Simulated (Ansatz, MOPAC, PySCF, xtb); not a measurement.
Breaking a bond: BH, singlet.

Computed with: PM3, restricted, heats of formation (MOPAC); UKS-LDA (SVWN5)/6-31G* = unrestricted LDA (SVWN5)/6-31G*, spherical d (PySCF); UCCSD(T) = CCSD(T) on UHF/cc-pVTZ, frozen core in Ansatz (a quantum-chemistry and plane-wave program); GFN1-xTB (xtb).

Energies are in kJ/mol, each relative to the lowest point of its own curve near equilibrium.

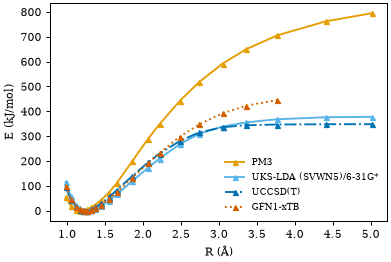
Figure: Energy against bond length for each method.

| R / Å | PM3 | UKS-LDA (SVWN5)/6-31G* | UCCSD(T) | GFN1-xTB |
|---|---|---|---|---|
| 0.98 | 53.2 | 115.9 | 95.5 | 98.9 |
| 1.05 | 19.3 | 58.1 | 43.8 | 45.8 |
| 1.12 | 3.4 | 23.7 | 14.9 | 16.4 |
| 1.17 | 0.0 | 9.6 | 4.4 | 5.5 |
| 1.21 | 0.8 | 3.2 | 0.6 | 1.2 |
| 1.24 | 3.0 | 0.7 | 0.0 | 0.0 |
| 1.26 | 5.1 | 0.0 | 0.5 | 0.1 |
| 1.32 | 13.9 | 1.6 | 5.5 | 3.8 |
| 1.37 | 23.6 | 6.5 | 13.0 | 10.2 |
| 1.45 | 42.7 | 18.9 | 29.1 | 24.8 |
| 1.55 | 72.6 | 39.8 | 53.9 | 47.7 |
| 1.66 | 112.9 | 66.6 | 84.0 | 76.1 |
| 1.86 | 199.3 | 119.0 | 139.5 | 132.0 |
| 2.07 | 290.0 | 173.4 | 194.6 | 192.0 |
| 2.22 | 348.8 | 209.9 | 229.5 | 232.9 |
| 2.49 | 443.0 | 268.7 | 281.1 | 298.2 |
| 2.74 | 517.2 | 309.4 | 314.6 | 347.0 |
| 3.05 | 591.8 | 338.4 | 335.9 | 391.9 |
| 3.36 | 649.4 | 355.2 | 343.6 | 422.2 |
| 3.77 | 705.4 | 367.8 | 346.7 | 445.4 |
| 4.41 | 761.8 | 375.9 | 347.8 | — |
| 5.02 | 794.6 | 377.6 | 348.0 | — |

At the longest distance, 5.02 Å, PM3 lies highest above its minimum (794.6 kJ/mol) and UCCSD(T) lowest (348.0 kJ/mol).

Dashes: no converged value, or the column stops at the first point that the program doubted or that broke a chosen test of continuity, which isn't proof of a fault.

The restricted form behind PM3 keeps the bonding electrons paired and can't separate into open-shell fragments. The unrestricted determinant behind UKS-LDA (SVWN5)/6-31G* is spin-contaminated at 0.98 to 1.05, 2.74 to 5.02 Å (<S²> up to 1.0, against 0.00 for a pure singlet). The unrestricted determinant behind UCCSD(T) is spin-contaminated at 0.98 to 5.02 Å (<S²> up to 1.0, against 0.00 for a pure singlet).
